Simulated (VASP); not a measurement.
Band structure of SiMo (relaxed from the NbAs structure, space group I4_1md). All values below come from PBEsol GGA, VASP's PBE PAW potentials (set 64) (plane waves; VASP 6.6.1).

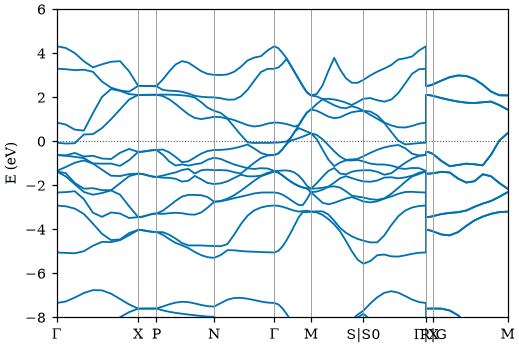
Figure. Bands along high-symmetry lines, zero at the valence-band maximum or, without a gap, the Fermi level

Task: Read the plot: is there a gap, and where are the band edges?

Result: It has no gap at this level: it comes out as a metal or semimetal. (Edges off the drawn lines would not show.)

The structure was generated: SiMo was put into the NbAs type (I4_1md), which need not be its known phase. It was relaxed first, which changed the volume by -6 %.
